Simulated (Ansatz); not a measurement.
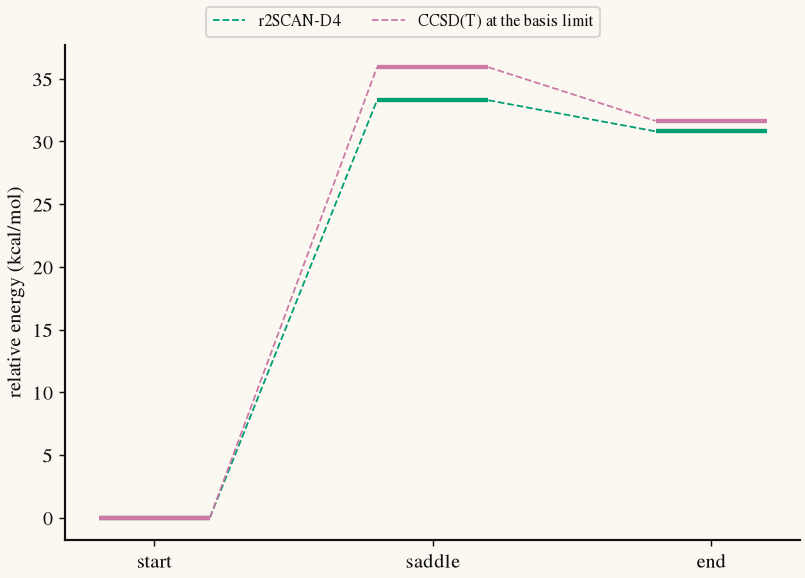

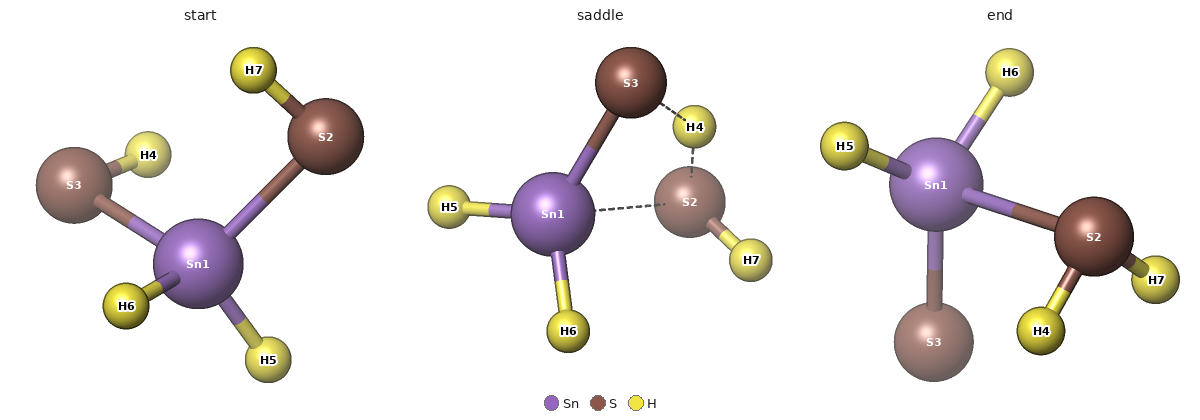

One elementary step of SnH₄S₂, singlet: start, first-order saddle point (changing pairs dashed) and end. Electronic energies at PBE0-D4/def2-TZVP geometries, energies in def2-TZVPP, the Ansatz code 0.2.0; cores frozen in correlated methods, no zero-point terms. Start and end are the structures at the ends of the path (complexes, where there are several molecules). On heavy atoms the filled d shell below the valence is correlated. The limit is the MP2 basis limit plus CCSD(T) less MP2 in triple zeta. Lines between the levels only guide the eye.

Which bonds change in the step?

Answer. S2–H4 (3.79 → 1.47 → 1.34 Å) forms; S3–H4 (1.34 → 2.03 → 3.54 Å) breaks; Sn1–S2 (2.40 → 2.67 → 2.87 Å) lengthens (lengths at start, saddle and end; changes of bond order aren't listed). The imaginary mode at the saddle is 398.6i cm⁻¹ (PBE0-D4).

Is the step uphill or downhill with r2SCAN-D4?

Answer. Uphill by 30.8 kcal/mol in electronic energy, over a barrier of 33.3 kcal/mol.

Give the barriers and step energies (kcal/mol).

Answer.
| level | barrier | reverse barrier | step energy |
| --- | --- | --- | --- |
| r2SCAN-D4 | 33.3 | 2.5 | 30.8 |
| CCSD(T) at the basis limit | 35.9 | 4.3 | 31.6 |

Limits of at least one run: core potentials past krypton; spin-orbit coupling is left out, and with Sn it can shift these energies.
